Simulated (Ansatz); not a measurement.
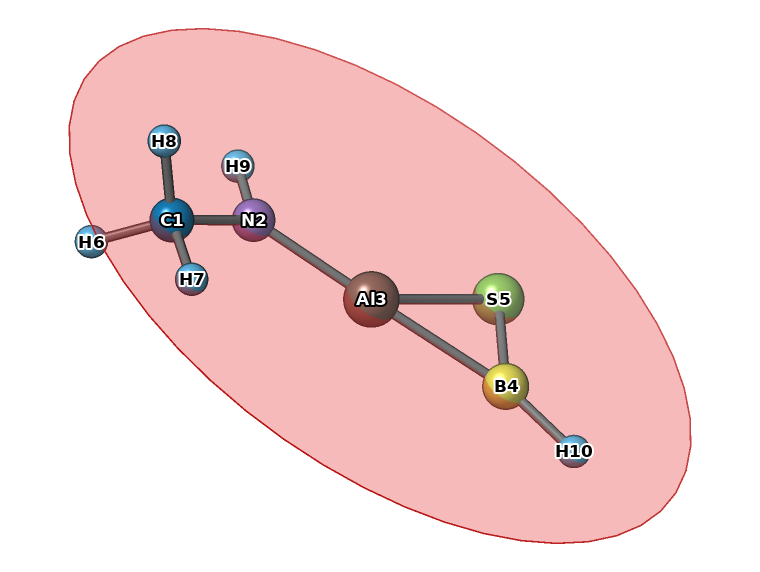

A disc through the centre of mass is drawn in. Depth is shown by fading: the farther an atom, the more it takes the colour of the background. Computed geometry: PBE-D4/def2-SVP optimisation. No frequency run is at hand to confirm it as a minimum.

### Is the plane of the disc a mirror plane of the structure?

Yes. The reflection leaves C1, N2, Al3, B4, S5, H7, H9, H10 in place and moves H6 ↔ H8. The point group is Cs.
